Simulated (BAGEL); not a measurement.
# [SiPH6]+ (SMILES [SiH3][PH3+]): HF/aug-cc-pVDZ (density fitting with qzvpp-jkfit)

Aim: the vertical electron affinity of [SiPH6]+ at HF/aug-cc-pVDZ (density fitting with qzvpp-jkfit), from 2 runs. 

Program for the calculation: BAGEL 1.2.2.

## (1) The structure to begin with

[SiPH6]+: 8 atoms, total charge +1, spin state singlet. SMILES: `[SiH3][PH3+]`. Geometry: relaxed at GFN2-xTB.

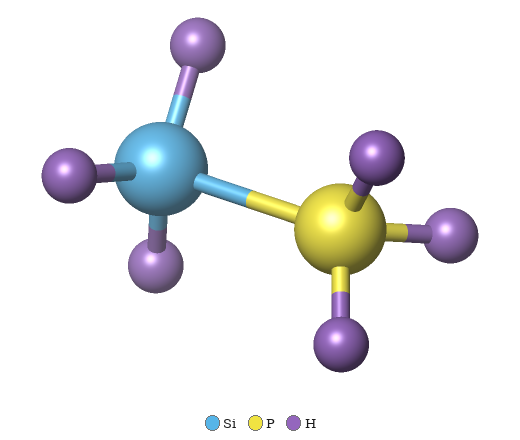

Viewed from a chosen angle; silicon blue, phosphorus yellow, hydrogen purple.

## (2) A single-point energy at HF/aug-cc-pVDZ (density fitting with qzvpp-jkfit)

hf.json reads:

```json
{ "bagel": [

{
  "title": "molecule",
  "basis": "aug-cc-pvdz.json",
  "df_basis": "qzvpp-jkfit",
  "angstrom": "true",
  "geometry": [
    { "atom": "Si", "xyz": [   -0.470960,    0.566370,   -1.099950 ] },
    { "atom": "P", "xyz": [    0.365010,   -0.443380,    0.859200 ] },
    { "atom": "H", "xyz": [   -0.094330,   -0.437370,   -2.091670 ] },
    { "atom": "H", "xyz": [   -1.888550,    0.663780,   -0.763060 ] },
    { "atom": "H", "xyz": [    0.295360,    1.809660,   -1.096990 ] },
    { "atom": "H", "xyz": [    0.210770,    0.229090,    2.051630 ] },
    { "atom": "H", "xyz": [    1.715080,   -0.712290,    0.918170 ] },
    { "atom": "H", "xyz": [   -0.132380,   -1.675860,    1.222670 ] }
  ]
},
{
  "title": "hf",
  "charge": 1
},
{
  "title": "print",
  "file": "orbitals.molden",
  "orbitals": "true"
}

]}
```

The basis set aug-cc-pVDZ is read from a file made from the Basis Set Exchange's data (not shown).

On the command line:

```console
$ BAGEL_NUM_THREADS=1 BAGEL hf.json > hf.out
```

What it wrote:

```text
* using 1 threads per process

  ===============================================================
  ===============================================================

  *** Geometry ***

  { "atom" : "Si", "xyz" : [     -0.889985,      1.070284,     -2.078604 ] },
  { "atom" : "P", "xyz" : [      0.689769,     -0.837867,      1.623653 ] },
  { "atom" : "H", "xyz" : [     -0.178258,     -0.826510,     -3.952683 ] },
  { "atom" : "H", "xyz" : [     -3.568842,      1.254362,     -1.441974 ] },
  { "atom" : "H", "xyz" : [      0.558150,      3.419762,     -2.073011 ] },
  { "atom" : "H", "xyz" : [      0.398298,      0.432917,      3.877019 ] },
  { "atom" : "H", "xyz" : [      3.241031,     -1.346033,      1.735090 ] },
  { "atom" : "H", "xyz" : [     -0.250162,     -3.166916,      2.310511 ] },

  Number of auxiliary basis functions:      364

  Since a DF basis is specified, we compute 2- and 3-index integrals:
    o Being stored without compression. Storage requirement is 0.034 GB

  Number of basis functions:      108
  Number of electrons      :       35

    * METHOD: MOLECULE                             0.16

  *** RHF ***

  === Nuclear Repulsion ===
    97.1407844483

      * DIIS with orbital gradients will be used.

  === RHF iteration (aug-cc-pvdz.json) ===
      0       -632.81962200          0.01262994           0.05
      1       -632.89842633          0.00307724           0.05
      2       -632.90534787          0.00105742           0.05
      3       -632.90600818          0.00016785           0.05
      4       -632.90602864          0.00002447           0.05
      5       -632.90602916          0.00000464           0.05
      6       -632.90602918          0.00000114           0.05
      7       -632.90602918          0.00000026           0.05
      8       -632.90602918          0.00000006           0.05
      9       -632.90602918          0.00000001           0.05
     10       -632.90602918          0.00000000           0.05
    * SCF iteration converged.

    * Permanent dipole moment:
           (   -0.164226,     0.200284,    -0.387882) a.u.

    * METHOD: HF                                   0.71

    * METHOD: PRINT                                0.03

  ===============================================================
```

It took 1 s on 1 thread of Arm Neoverse V1, shared host; peak memory 0.11 GiB.

## (3) Doublet neutral SiPH6

input.json reads:

```json
{ "bagel": [

{
  "title": "molecule",
  "basis": "aug-cc-pvdz.json",
  "df_basis": "qzvpp-jkfit",
  "angstrom": true,
  "geometry": [
    { "atom": "Si", "xyz": [   -0.470960,    0.566370,   -1.099950 ] },
    { "atom": "P", "xyz": [    0.365010,   -0.443380,    0.859200 ] },
    { "atom": "H", "xyz": [   -0.094330,   -0.437370,   -2.091670 ] },
    { "atom": "H", "xyz": [   -1.888550,    0.663780,   -0.763060 ] },
    { "atom": "H", "xyz": [    0.295360,    1.809660,   -1.096990 ] },
    { "atom": "H", "xyz": [    0.210770,    0.229090,    2.051630 ] },
    { "atom": "H", "xyz": [    1.715080,   -0.712290,    0.918170 ] },
    { "atom": "H", "xyz": [   -0.132380,   -1.675860,    1.222670 ] }
  ]
},
{ "title": "uhf", "nopen": 1 },
{ "title": "print", "file": "orbitals.molden", "orbitals": true }

]}
```

The basis set aug-cc-pVDZ is read from a file made from the Basis Set Exchange's data (not shown).

On the command line:

```console
$ BAGEL_NUM_THREADS=1 BAGEL input.json > input.out
```

What it wrote:

```text
* using 1 threads per process

  ===============================================================
  ===============================================================

  *** Geometry ***

  { "atom" : "Si", "xyz" : [     -0.889985,      1.070284,     -2.078604 ] },
  { "atom" : "P", "xyz" : [      0.689769,     -0.837867,      1.623653 ] },
  { "atom" : "H", "xyz" : [     -0.178258,     -0.826510,     -3.952683 ] },
  { "atom" : "H", "xyz" : [     -3.568842,      1.254362,     -1.441974 ] },
  { "atom" : "H", "xyz" : [      0.558150,      3.419762,     -2.073011 ] },
  { "atom" : "H", "xyz" : [      0.398298,      0.432917,      3.877019 ] },
  { "atom" : "H", "xyz" : [      3.241031,     -1.346033,      1.735090 ] },
  { "atom" : "H", "xyz" : [     -0.250162,     -3.166916,      2.310511 ] },

  Number of auxiliary basis functions:      364

  Since a DF basis is specified, we compute 2- and 3-index integrals:
    o Being stored without compression. Storage requirement is 0.034 GB

  Number of basis functions:      108
  Number of electrons      :       35

    * METHOD: MOLECULE                             0.16

  *** Open-shell HF ***

  === Nuclear Repulsion ===
    97.1407844483

      * DIIS with orbital gradients will be used.

  === UHF iteration (aug-cc-pvdz.json) ===
      0       -632.94914585          0.01914667           0.10
      1       -633.00886355          0.00616324           0.11
      2       -633.01641680          0.00236445           0.10
      3       -633.01780201          0.00089834           0.11
      4       -633.01817230          0.00038659           0.11
      5       -633.01842847          0.00032808           0.11
      6       -633.01873565          0.00024861           0.11
      7       -633.01900225          0.00011597           0.10
      8       -633.01903250          0.00007892           0.10
      9       -633.01906044          0.00004510           0.11
     10       -633.01906314          0.00003086           0.10
     11       -633.01906749          0.00003346           0.10
     12       -633.01906880          0.00000733           0.11
     13       -633.01906905          0.00000248           0.10
     14       -633.01906907          0.00000101           0.10
     15       -633.01906908          0.00000048           0.10
     16       -633.01906908          0.00000027           0.10
     17       -633.01906908          0.00000019           0.10
     18       -633.01906908          0.00000015           0.10
     19       -633.01906908          0.00000009           0.11
     20       -633.01906908          0.00000005           0.11
     21       -633.01906908          0.00000004           0.11
     22       -633.01906908          0.00000003           0.11
     23       -633.01906908          0.00000002           0.11
     24       -633.01906908          0.00000001           0.11
     25       -633.01906908          0.00000001           0.11
    * SCF iteration converged.

    * S^2 (UHF) is 0.7608

    * Permanent dipole moment:
           (   -0.353099,     0.431155,    -0.834238) a.u.

    * METHOD: UHF                                  2.87

    * METHOD: PRINT                                0.03

  ===============================================================
```

Wall time 3.3 s (1 thread of Arm Neoverse V1, shared host); peak memory 0.11 GiB.

## (4) Outcome

At HF/aug-cc-pVDZ (density fitting with qzvpp-jkfit):

| quantity | value |
| --- | --- |
| singlet [SiPH6]+: total energy | -632.90603 Eh |
| singlet [SiPH6]+: HOMO energy | -18.55 eV |
| singlet [SiPH6]+: LUMO energy | -2.91 eV |
| singlet [SiPH6]+: HOMO–LUMO gap | 15.64 eV |
| doublet neutral SiPH6: total energy | -633.01907 Eh |
| doublet neutral SiPH6: dipole moment | 2.55 D |
| doublet neutral SiPH6: ⟨S²⟩ | 0.761 |
| vertical electron affinity (to the doublet neutral) | 3.076 eV |

What this shows: At fixed nuclei the extra electron is bound by 3.08 eV (297 kJ/mol).
